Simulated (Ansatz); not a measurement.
# CdBi3O: the cost of one run

Computed with Ansatz 0.2.0 (DFT PBE, scalar-relativistic, plane waves, PAW, unless a step's input says otherwise).

### Step 1. The system as given

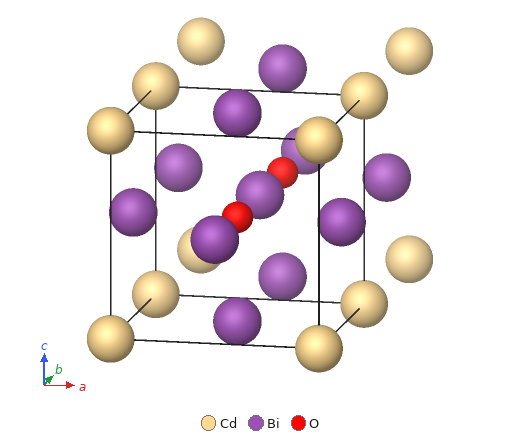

Start, viewed slightly off an axis; cadmium orange, bismuth purple, oxygen red. 1×2×1 cells are drawn. Atoms on the faces are drawn again on the opposite ones.

Coordinates:

```cif
data_structure
_symmetry_space_group_name_H-M 'P 1'
_symmetry_Int_Tables_number 1
_cell_length_a 5.3101
_cell_length_b 5.3101
_cell_length_c 5.3101
_cell_angle_alpha 90.000
_cell_angle_beta 90.000
_cell_angle_gamma 90.000
_cell_volume 149.73
loop_
_atom_site_label
_atom_site_type_symbol
_atom_site_fract_x
_atom_site_fract_y
_atom_site_fract_z
_atom_site_occupancy
Cd1 Cd 0.00000 0.00000 0.00000 1
Bi1 Bi 0.00000 0.50000 0.50000 1
Bi2 Bi 0.50000 0.00000 0.50000 1
Bi3 Bi 0.50000 0.50000 0.00000 1
O1 O 0.50000 0.50000 0.50000 1
```

Recipe of the guess: random cell by space group and Wyckoff sites (Pm-3m, No. 221). The dimensions are guesses.

### Step 2. Probe: one point on a coarse mesh

The input, input.yaml:

```yaml
crystal:
  lattice:
    - [5.31005845, 0.0, 0.0]
    - [0.0, 5.31005845, 0.0]
    - [0.0, 0.0, 5.31005845]
  atoms:
    - { symbol: Cd, position: [0.0, 0.0, 0.0] }
    - { symbol: Bi, position: [0.0, 0.5, 0.5] }
    - { symbol: Bi, position: [0.5, 0.0, 0.5] }
    - { symbol: Bi, position: [0.5, 0.5, 0.0] }
    - { symbol: O, position: [0.5, 0.5, 0.5] }
basis:
  ecutwfc: 420
kpoints:
  mp_grid: { grid: [4, 4, 4] }
hamiltonian:
  xc: pbe
scf:
  occupations: { method: gaussian, width: 0.1 }
  lower_state_search: "off"
output:
  forces: true
  stress: true
  eigenvalues: true
```

Started as:

```sh
> ansatz run input.yaml --threads 1 --pin off --max-ram 2560MiB --backend cpu --events-out ev --progress --plain --runs-dir out
```

**Question.** How long does this run take on 1 thread of Intel Xeon at 2.70GHz, shared host, and how much memory does it need?

About 4.8 s, with a peak of 0.43 GiB.
